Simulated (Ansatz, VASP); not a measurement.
**AgCl (Chlorargyrite): VASP beside Ansatz**

Aim: how closely do two programs agree when they are given the same cell, functional and k mesh? The cell is taken from a series of VASP runs on this material, whose earlier steps may have relaxed, scaled or displaced it; both programs get it as it stands. Valence electrons are named where the data sets of a main pair hold unlike numbers.

Calculated with Ansatz 0.2.0; plane waves, with VASP 6.6.1 beside it; single point at r2SCAN with rVV10 and band structure at r2SCAN with rVV10.

## (1) The starting structure

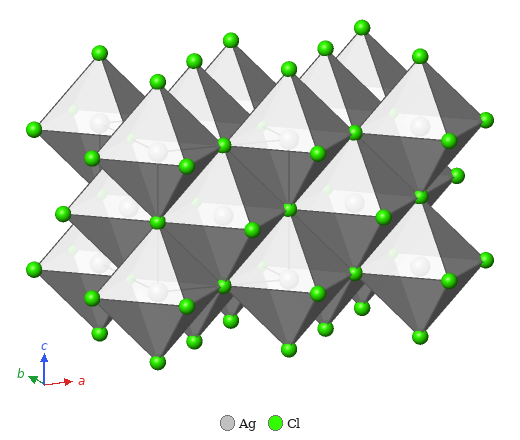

The starting structure, seen slightly off an axis (silver light grey, chlorine green). 2×1×1 cells are drawn. This picture shows the conventional cell, with its axes. Some periodic images of atoms are drawn too.

## (2) VASP: single point, r2SCAN with rVV10

With cell and atoms fixed, the geometry can't cause a difference; cores, projectors, grids and the points listed under the comparison can.

Lines of VASP's logs that name or quote its potential files are left out, and so is its time.

INCAR reads:

```
SYSTEM = AgCl
PREC = Accurate
ENCUT = 400
EDIFF = 1E-06
NELM = 100
ISMEAR = 0
SIGMA = 0.05
LREAL = .FALSE.
ALGO = Normal
METAGGA = R2SCAN
LUSE_VDW = .TRUE.
IVDW_NL = 2
BPARAM = 11.95
CPARAM = 0.0093
LASPH = .TRUE.
NBANDS = 15
LORBIT = 11
LWAVE = .FALSE.
LCHARG = .TRUE.
ISIF = 2
LELF = .TRUE.
LVHAR = .TRUE.
```

POSCAR reads:

```
AgCl
1.0
    0.0000000000      2.7478564130      2.7478564130
    2.7478564130      0.0000000000      2.7478564130
    2.7478564130      2.7478564130      0.0000000000
Ag Cl
1 1
Direct
    0.0000000000      0.0000000000      0.0000000000
    0.5000000000      0.5000000000      0.5000000000
```

KPOINTS reads:

```
Automatic mesh
0
Gamma
7 7 7
0 0 0
```

The projector-augmented-wave data sets are Ag and Cl (PBE family, release 64).

Launch:

```bash
> mpirun -np 2 vasp_std
```

Numbers of over 12 decimals in the logs are rounded to 6 here.

The log of the run:

```text
[banner, memory and clock lines left out]
running    2 mpi-ranks, on    1 nodes
 distrk:  each k-point on    2 cores,    1 groups
 distr:  one band on    1 cores,    2 groups

 POSCAR found type information on POSCAR AgCl
 POSCAR found :  2 types and       2 ions
|                                                                             |
|               ----> ADVICE to this user running VASP <----                  |
|                                                                             |
|     You have switched on vdW-DFT.                                           |
|     This routine was written and supplied by Jiri Klimes. We recommend      |
|     that you carefully read and cite the following publications:            |
|       J. Klimes, D.R. Bowler, A. Michelides                                 |
|          J. Phys.: Cond Matt. 22 022201 (2010)                              |
|       J. Klimes, D.R. Bowler, A. Michelides                                 |
|          Phys. Rev. B. 83, 195131 (2011)                                    |
|     and references therein.                                                 |
|                                                                             |

|                                                                             |
|               ----> ADVICE to this user running VASP <----                  |
|                                                                             |
|     You enforced a specific xc type in the INCAR file but a different       |
|     [... a line on the potential file left out ...]
|     I HOPE YOU KNOW WHAT YOU ARE DOING!                                     |
|                                                                             |

 LDA part: xc-table for (None), standard interpolation
|                                                                             |
|           W    W    AA    RRRRR   N    N  II  N    N   GGGG   !!!           |
|           W    W   A  A   R    R  NN   N  II  NN   N  G    G  !!!           |
|           W    W  A    A  R    R  N N  N  II  N N  N  G       !!!           |
|           W WW W  AAAAAA  RRRRR   N  N N  II  N  N N  G  GGG   !            |
|           WW  WW  A    A  R   R   N   NN  II  N   NN  G    G                |
|           W    W  A    A  R    R  N    N  II  N    N   GGGG   !!!           |
|                                                                             |
|     The number of bands has been changed from the values supplied in        |
|     The orbitals not found in the WAVECAR file will be initialized with     |
|     random numbers, which is usually adequate. For correlated               |
|     calculations, however, you should redo the groundstate calculation.     |
|     I found NBANDS = 15. Now, NBANDS = 16.                                  |
|                                                                             |

 POSCAR, INCAR and KPOINTS ok, starting setup
 FFT: planning ... GRIDC
 FFT: planning ... GRID_SOFT
 FFT: planning ... GRID
 WAVECAR not read
 entering main loop
       N       E                     dE             d eps       ncg     rms          rms(c)
Total rVV10 correction in eV:      0.5283850    21.5737324
DAV:   1     0.588769113915E+02    0.58877E+02   -0.74559E+03   656   0.830E+02
DAV:   2    -0.302641601550E+02   -0.89141E+02   -0.82811E+02   832   0.202E+02
DAV:   3    -0.331480231120E+02   -0.28839E+01   -0.28787E+01   768   0.387E+01
DAV:   4    -0.331674250072E+02   -0.19402E-01   -0.19400E-01   808   0.346E+00
DAV:   5    -0.331677039005E+02   -0.27889E-03   -0.27889E-03   792   0.398E-01    0.707E+00
Total rVV10 correction in eV:      0.5277103    21.5737320
DAV:   6    -0.281633603180E+02    0.50043E+01   -0.36599E+00   656   0.198E+01    0.632E+00
Total rVV10 correction in eV:      0.5332107    21.5737320
DAV:   7    -0.281031815963E+02    0.60179E-01   -0.17023E-01   728   0.415E+00    0.401E+00
Total rVV10 correction in eV:      0.5416716    21.5737320
DAV:   8    -0.280914564726E+02    0.11725E-01   -0.11354E-01   696   0.379E+00    0.805E-01
Total rVV10 correction in eV:      0.5438892    21.5737320
DAV:   9    -0.280925544356E+02   -0.10980E-02   -0.41001E-03   832   0.667E-01    0.393E-01
Total rVV10 correction in eV:      0.5432937    21.5737320
DAV:  10    -0.280918836685E+02    0.67077E-03   -0.16272E-03   736   0.438E-01    0.122E-01
Total rVV10 correction in eV:      0.5429686    21.5737320
DAV:  11    -0.280918543042E+02    0.29364E-04   -0.50036E-04   824   0.178E-01    0.379E-02
Total rVV10 correction in eV:      0.5429920    21.5737320
DAV:  12    -0.280918519052E+02    0.23991E-05   -0.12371E-05   768   0.362E-02    0.224E-02
Total rVV10 correction in eV:      0.5431117    21.5737320
DAV:  13    -0.280918514645E+02    0.44070E-06   -0.19245E-05   720   0.476E-02    0.606E-03
Total rVV10 correction in eV:      0.5430970    21.5737320
DAV:  14    -0.280918512671E+02    0.19738E-06   -0.73854E-07   384   0.978E-03
Total rVV10 correction in eV:      0.5430848    21.5737320
Total rVV10 correction in eV:      0.5430915    21.5737320
   1 F= -.28091851E+02 E0= -.28091851E+02  d E =-.602996E-15
```

From OUTCAR (step 2):

```text
ion  position               nearest neighbor table
   1  0.000  0.000  0.000-   2 2.75   2 2.75   2 2.75   2 2.75   2 2.75   2 2.75
   2  0.500  0.500  0.500-   1 2.75   1 2.75   1 2.75   1 2.75   1 2.75   1 2.75

  LATTYP: Found a face centered cubic cell.
 ALAT       =     5.4957128260

 Subroutine GETGRP returns: Found 48 space group operations
 (whereof 48 operations were pure point group operations)

The static configuration has the point symmetry O_h .

 Found     20 irreducible k-points:

   k-points           NKPTS =     20   k-points in BZ     NKDIM =     20   number of bands    NBANDS=     16

   dimension x,y,z NGX =    28 NGY =   28 NGZ =   28
   dimension x,y,z NGXF=    56 NGYF=   56 NGZF=   56

   ENCUT  =  400.0 eV  29.40 Ry    5.42 a.u.   6.34  6.34  6.34*2*pi/ulx,y,z

   NELECT =      18.0000    total number of electrons

 k-points in reciprocal lattice and weights: Automatic mesh
   0.00000000  0.00000000  0.00000000       0.003
   0.14285714  0.00000000  0.00000000       0.023
   0.28571429  0.00000000  0.00000000       0.023
   0.42857143  0.00000000  0.00000000       0.023
   0.14285714  0.14285714  0.00000000       0.017
   0.28571429  0.14285714  0.00000000       0.070
   0.42857143  0.14285714  0.00000000       0.070
  -0.42857143  0.14285714  0.00000000       0.070
  -0.28571429  0.14285714  0.00000000       0.070
[...]
-0.42857143  0.42857143  0.14285714       0.070
  -0.28571429  0.42857143  0.14285714       0.070

 average (electrostatic) potential at core
       1 -77.8811       2 -94.6236

 E-fermi :   4.0774

 k-point     1 :       0.0000    0.0000    0.0000
  band No.  band energies     occupation
    ...
      5       1.3386      2.00000
      6       1.3386      2.00000
      7       1.3386      2.00000
      8       1.3920      2.00000
      9       1.3920      2.00000
     10       5.2545      0.00000
     11      15.1731      0.00000
     12      15.1731      0.00000
     13      15.1731      0.00000
     14      16.5026      0.00000
    ...

 k-point     2 :       0.1429    0.0000    0.0000
  band No.  band energies     occupation
    ...
      5       1.4130      2.00000
      6       1.4130      2.00000
      7       1.6510      2.00000
      8       2.3372      2.00000
      9       2.3372      2.00000
     10       6.1429      0.00000
     11      13.5139      0.00000
     12      14.7821      0.00000
     13      14.7821      0.00000
     14      16.5391      0.00000
    ...

 k-point     3 :       0.2857    0.0000    0.0000
  band No.  band energies     occupation
    ...
      5       1.5745      2.00000
      6       1.5745      2.00000
      7       1.8565      2.00000
      8       3.2377      2.00000
      9       3.2377      2.00000
     10       7.6543      0.00000
     11      11.7951      0.00000
     12      13.2668      0.00000
     13      13.2668      0.00000
     14      16.9671      0.00000
    ...

  Total       -0.0152461     -0.0152461     -0.0152461      0.0000000      0.0000000     -0.0000000
  in kB       -0.5886491     -0.5886491     -0.5886491      0.0000000      0.0000000     -0.0000000
  external PRESSURE =      -0.5886491 kB  Pullay stress =       0.0000000 kB

  energy-cutoff  :      400.00
  volume of cell :       41.50
      direct lattice vectors                 reciprocal lattice vectors
     0.000000000  2.747856413  2.747856413    -0.181960017  0.181960017  0.181960017
     2.747856413  0.000000000  2.747856413     0.181960017 -0.181960017  0.181960017
     2.747856413  2.747856413  0.000000000     0.181960017  0.181960017 -0.181960017

 POSITION                                       TOTAL-FORCE (eV/Angst)
 -----------------------------------------------------------------------------------
      0.00000      0.00000      0.00000        -0.000000      0.000000      0.000000
      2.74786      2.74786      2.74786         0.000000     -0.000000     -0.000000
 -----------------------------------------------------------------------------------
    total drift:                                0.000000      0.000000      0.000000

  FREE ENERGIE OF THE ION-ELECTRON SYSTEM (eV)
  ---------------------------------------------------
  free  energy   TOTEN  =       -28.0918512671 eV

  energy  without entropy=      -28.0918512671  energy(sigma->0) =      -28.09185127

 total charge
# of ion       s       p       d       tot
------------------------------------------
    1        0.200   0.143   9.387   9.729
    2        1.609   3.511   0.000   5.119
--------------------------------------------------
tot          1.809   3.653   9.387  14.849

[... 3 further parts left out ...]
```

The gap is read on the k-mesh alone, so it is an upper bound where the band edges lie off the mesh.

## (3) Ansatz: single point, r2SCAN with rVV10

Ansatz runs on its default PAW (the set named soft_2) files.

The same cell, functional, mesh and smearing now go to Ansatz, which takes its cutoff from its data sets.

input.yaml reads:

```yaml
crystal:
  lattice:
    - [0.0, 2.747856413, 2.747856413]
    - [2.747856413, 0.0, 2.747856413]
    - [2.747856413, 2.747856413, 0.0]
  atoms:
    - { symbol: Ag, position: [0.0, 0.0, 0.0] }
    - { symbol: Cl, position: [0.5, 0.5, 0.5] }
hamiltonian:
  xc: r2scan
  pseudopotentials: { kind: paw }
  dispersion: rvv10
kpoints:
  mp_grid: { grid: [7, 7, 7] }
scf:
  occupations: { method: gaussian, width: 0.05 }
  n_extra_bands: 4
output:
  forces: true
  stress: true
  eigenvalues: true
```

Launch:

```bash
> ansatz run input.yaml --threads 2 --pin off --max-ram 4608MiB --backend cpu --events-out ev --progress --plain --runs-dir out
```

The log of the run:

```text
scf.n_extra_bands = 4 over 13 filled bands (N_el = 26.0): the run solves 17 bands
Engine: ansatz 0.2.0, aarch64-unknown-linux-gnu
Pseudopotentials: kind: paw
Pseudopotential: Ag, paw, valence charge 19, recommended cutoff 500 eV (meta_gga), Ag.paw.azcp
Pseudopotential: Cl, paw, valence charge 7, recommended cutoff 500 eV (meta_gga), Cl.paw.azcp
Functional definition: r2SCAN+rVV10
  parameter k0 = 0.174
  parameter k1 = 0.065
  parameter a1 = 4.9479
  exchange = r2scan_x(k0 = k0, k1 = k1, a1 = a1)
  correlation = r2scan_c + rvv10(11.95, 0.0093)
Crystal: 2 atoms, lattice volume = 41.497 Å³
Basis set: ecut = 500 eV, 1067 PW (Γ), exchange–correlation on 128×128×128 points (64 copies of the dense FFT grid, shifted against one another)
Bands: 17, of which v1, the nominal top of the filled ones, is band 13 counted from 1 (12 counted from 0)
Symmetry: 48 space group operations
Space group: Fm-3m (ITA 225), of the structure as read, at distance tolerance 3.5e-5 Å
k-points: 20 of 343
Non-local potential: Ag, projectors of the file, l = 0: 3, l = 1: 2, l = 2: 2, l = 3: 1
Non-local potential: Cl, projectors of the file, l = 0: 2, l = 1: 2, l = 2: 2
PAW form: soft (Blöchl's): semilocal exchange-correlation on the pseudo side does not see the compensation charge
rVV10 density: all electrons in the spheres
PAW frozen core: Ag, regenerated for the run's functional (the file was generated under x = pbe(κ = 0.804, μ = 0.219515), c = pbe(β = 0.066725))
PAW frozen core: Cl, regenerated for the run's functional (the file was generated under x = pbe(κ = 0.804, μ = 0.219515), c = pbe(β = 0.066725))
PAW one-centre angular grid: Ag, 590 points (default); XC on 160 Gauss nodes
PAW one-centre angular grid: Cl, 302 points (default); XC on 160 Gauss nodes
Initial density: superposition of atomic densities (neutral atoms: chi_scale 0, normalization atom), corrected by the library's trained network
Initial wavefunctions: pseudopotential atomic-orbital guess
Functional: x = r2scan, c = r2scan + rvv10(b = 11.95, C = 0.0093); τ floored in thin density (d = 2e-4 eV/Å³)
SCF iter   1: F=—  HF=-8686.333579 eV  |F-HF|=—  |Δ(HF+E_count)|=         —  Δρ=7.25e-3  dr2=1.48e-2  dr2_τ=5.42e-3  ethr=1.77e-3  ⟨swp⟩=5.7  Hψ=1680  notcnv=0
preconditioner: auto → none  [insulator: Δε(μ)=1.518 eV  Ē_g=11.765 eV  σ=0.050 eV  W_gap=1.00  n_scr=14 (ndim 8)  ℏωp=24.5 eV  f_vac=0.028  D(μ)=0.00/eV (n_scr^D=0)  ε∞_Penn≈5.3]
SCF iter   2: F=—  HF=-8686.336308 eV  |F-HF|=—  |Δ(HF+E_count)|=   2.73e-3  Δρ=3.99e-3  dr2=3.01e-3  dr2_τ=6.98e-4  ethr=5.68e-5  ⟨swp⟩=2.0  Hψ=682  notcnv=0
SCF iter   3: F=—  HF=-8686.336009 eV  |F-HF|=—  |Δ(HF+E_count)|=   2.99e-4  Δρ=1.93e-3  dr2=6.06e-4  dr2_τ=7.13e-5  ethr=1.16e-5  ⟨swp⟩=2.4  Hψ=507  notcnv=0
SCF iter   4: F=—  HF=-8686.336104 eV  |F-HF|=—  |Δ(HF+E_count)|=   9.43e-5  Δρ=7.21e-4  dr2=8.90e-5  dr2_τ=1.58e-5  ethr=2.33e-6  ⟨swp⟩=1.0  Hψ=340  notcnv=0
SCF iter   5: F=—  HF=-8686.336126 eV  |F-HF|=—  |Δ(HF+E_count)|=   2.24e-5  Δρ=1.36e-4  dr2=4.49e-6  dr2_τ=4.58e-7  ethr=3.42e-7  ⟨swp⟩=1.1  Hψ=343  notcnv=0
SCF iter   6: F=-8686.336127 eV  HF=-8686.336127 eV  |F-HF|=2.83e-8  |Δ(HF+E_count)|=   5.12e-7  Δρ=1.74e-5  dr2=5.69e-8  dr2_τ=1.08e-8  ethr=3.85e-10  ⟨swp⟩=4.1  Hψ=1614  notcnv=0
SCF 1 converged in 6 iterations: F = -8686.336127 eV  dr2 = 5.69e-8
  greatest PAW one-centre occupation: 1.003 electrons in one spin orbital (limit 2), on the Ag atom at site 0 (counted from 0), in its partial waves of l = 1
SCF converged after 6 iterations
Free energy (F): -8686.336127 eV
Harris-Foulkes:  -8686.336127 eV  (|F-HF|=2.83e-8)
Internal energy: -8686.336127 eV  (E = F + TS)
E sigma→0 (E₀):  -8686.336127 eV
Fermi energy:    8.929942 eV
--- Per-component energies (eV) ---
  E_band       = -373.178519
  E_kinetic    = 689.755330
  E_local      = -3171.999956  (includes V_loc(G=0)·N_el)
  E_nonlocal   = 114.040169
  E_hartree    = 1395.878833
  E_xc         = -278.226902
  E_vxc        = -393.777200  (∫ρ·V_xc dr)
  E_paw        = -4592.706940  (= ΣΔE_a)
  E_vpaw       = -428.402436  (= ΣTr[D̂ρ^β])
  E_aug_tail   = 0.000086  (compensation charges beyond the density's cutoff)
  E_vtau       = 25.451352  (kinetic-family band-sum trace: ∫τ·v_τ [+ j·A + Jᵃ·Aᵃ] dr)
  E_ewald      = -2842.431030
  E_core_change = -0.645718  (= ΣΔE_core)
  E_smearing   = -0.000000  (= −TS)
  E_closure    = -0.000000  (closes the sum)
  Σ components = -8686.336127   (vs F -8686.336127, Δ=0.00e0)
--- Forces (eV/Å), atoms counted from 1 ---
  atom   1  Ag    -0.00000000     0.00000000    -0.00000000
  atom   2  Cl     0.00000000    -0.00000000    -0.00000000
  max |Σ_I F_I| component: 2.50e-30 eV/Å
--- Stress (GPa, compression-positive) ---
        0.104330       0.000000      -0.000000
        0.000000       0.104330       0.000000
       -0.000000       0.000000       0.104330
  P = ⅓ Tr σ = 0.1043 GPa (1.043 kbar)
--- Band table (eV; the first three rows and the last of 20) ---
  k-point 0: bands = [... 9 lower, 5.7256, 5.7256, 5.7448, 5.7448, 9.6759, 19.3963, 19.3963, 19.3963]
  k-point 1: bands = [... 9 lower, 5.7602, 6.0107, 6.7124, 6.7124, 10.5634, 17.8333, 19.0512, 19.0512]
  k-point 2: bands = [... 9 lower, 5.9198, 6.2100, 7.6091, 7.6091, 12.0719, 16.1668, 17.5904, 17.5904]
  k-point 19: bands = [... 9 lower, 6.1232, 6.2894, 6.4537, 7.2012, 13.0054, 15.8915, 16.6653, 17.6406]
```

Elapsed: 5.6 s, on 2 threads of Arm Neoverse N1, shared host; peak memory 0.44 GiB; 7.4 s of CPU time.

The column dr2 measures how far the density is from self-consistency, as an energy; F and HF (Harris–Foulkes) agree once it is small.

The run ends at a pressure of 0.10 GPa.

## (4) Differences

Known differences besides the potentials themselves: VASP keeps PBE cores, Ansatz makes them for the functional; the data sets hold 26 valence electrons in Ansatz (on its default PAW (the set named soft_2) files) and 18 in VASP; the cutoff is 500 eV in Ansatz and 400 eV in VASP. Total energies have different zeros and are not compared.

Both answers:

```
              quantity  Ansatz   VASP  difference
        pressure (GPa)    0.10  -0.06       +0.16
gap on the k mesh (eV)   1.497  1.444      +0.053
```

A gap on the mesh is an upper bound, since the band edges may lie between its points. Ansatz's pressure holds a Pulay correction of 0.05 GPa; VASP's holds none.

## (5) Ansatz: band structure, r2SCAN with rVV10

The same path points are solved in both programs, so levels can be compared one by one.

The cell is taken from a series of VASP runs on this material, whose earlier steps may have relaxed, scaled or displaced it; both programs get it as it stands.

input.yaml, the sections that differ from step 3:

```yaml
kpoints:
  mp_grid: { grid: [7, 7, 7] }
  band_path:
    path:
      - [0.0, 0.0, 0.0]
      - [0.16667, 0.0, 0.16667]
      - [0.33333, 0.0, 0.33333]
      - [0.5, 0.0, 0.5]
      - [0.5, 0.08333, 0.58333]
      - [0.5, 0.18333, 0.68333]
      - [0.5, 0.25, 0.75]
      - [0.45, 0.3, 0.75]
      - [0.40833, 0.34167, 0.75]
      - [0.35, 0.35, 0.7]
      - [0.225, 0.225, 0.45]
      - [0.075, 0.075, 0.15]
      - [0.03333, 0.03333, 0.03333]
      - [0.23333, 0.23333, 0.23333]
      - [0.4, 0.4, 0.4]
      - [0.5, 0.5, 0.5]
      - [0.51667, 0.46667, 0.51667]
      - [0.55833, 0.38333, 0.55833]
      - [0.60833, 0.28333, 0.60833]
      - [0.60833, 0.25, 0.64167]
      - [0.55833, 0.25, 0.69167]
      - [0.51667, 0.25, 0.73333]
      - [0.5, 0.3, 0.7]
      - [0.5, 0.38333, 0.61667]
      - [0.5, 0.48333, 0.51667]
      - [0.475, 0.475, 0.55]
      - [0.425, 0.425, 0.65]
      - [0.38333, 0.38333, 0.73333]
      - [0.59167, 0.18333, 0.59167]
      - [0.55, 0.1, 0.55]
      - [0.5, 0.0, 0.5]
    npoints: 1
scf:
  occupations: { method: gaussian, width: 0.05 }
  n_extra_bands: 7
# crystal, hamiltonian, output: as in step 3
```

The log of the run:

```text
[...]
Crystal: 2 atoms, lattice volume = 41.497 Å³
Basis set: ecut = 500 eV, 1067 PW (Γ), exchange–correlation on 128×128×128 points (64 copies of the dense FFT grid, shifted against one another)
Bands: 20, of which v1, the nominal top of the filled ones, is band 13 counted from 1 (12 counted from 0)
Symmetry: 48 space group operations
[...]
k-points: 20 of 343
[...]
k-point 0: bands = [... 9 lower, 5.7256, 5.7256, 5.7448, 5.7448, 9.6759, 19.3963, 19.3963, 19.3963, ... 3 higher]
  k-point 1: bands = [... 9 lower, 5.7602, 6.0107, 6.7124, 6.7124, 10.5634, 17.8333, 19.0512, 19.0512, ... 3 higher]
  k-point 2: bands = [... 9 lower, 5.9198, 6.2100, 7.6091, 7.6091, 12.0719, 16.1668, 17.5904, 17.5904, ... 3 higher]
  k-point 19: bands = [... 9 lower, 6.1232, 6.2894, 6.4537, 7.2012, 13.0054, 15.8915, 16.6653, 17.6406, ... 3 higher]
[key lines of the parts left out:]
SCF converged after 6 iterations
Free energy (F): -8686.336127 eV
Fermi energy:    8.929952 eV
P = ⅓ Tr σ = 0.1043 GPa (1.043 kbar)
```

Elapsed: 7.8 s, on 2 threads; peak memory 0.44 GiB.

[end of part 1 of 2]

[Lines on the potential files, build, host, timing and source positions are cut from VASP's logs without a mark.]

[Logs are printed without paths, hosts, clocks, repeated set-up lines and the standing remarks that a program may print on its own settings, such as how far it seeks lower states.]

[Hosts, paths, dates, database ids (printed as entryN), source tags and the programs' standing remarks are cut or masked in the printed files.]
